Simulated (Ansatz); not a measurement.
Pt, pressure series

The reference is Pt in the fcc (Cu type) structure (space group Fm-3m, No. 225).

```yaml
crystal:
  lattice:
    - [0.00000, 1.95907, 1.95907]
    - [1.95907, 0.00000, 1.95907]
    - [1.95907, 1.95907, 0.00000]
  atoms:
    - { symbol: Pt, position: [0.00000, 0.00000, 0.00000] }
```

Cell and atoms are relaxed at each pressure.

Level of theory: PBEsol, PAW, 420 eV (Ansatz, a first-principles code; no SOC), earlier PAW set.

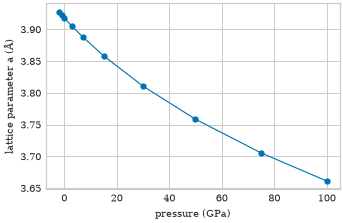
Figure. Lattice parameter a against pressure

Task: From the plot, what is the lattice parameter a for pressure 15 GPa?

Result: About 3.86 Å.

Task: Is the trend monotonic over the range shown?

Result: Yes, it falls throughout, spanning 3.661 Å to 3.927 Å.

Load acts through the strain it causes; cell and atoms are relaxed under it. Whether these cells are dynamically stable was not tested. Competing high-pressure phases were not computed. All final runs are without spin polarisation.
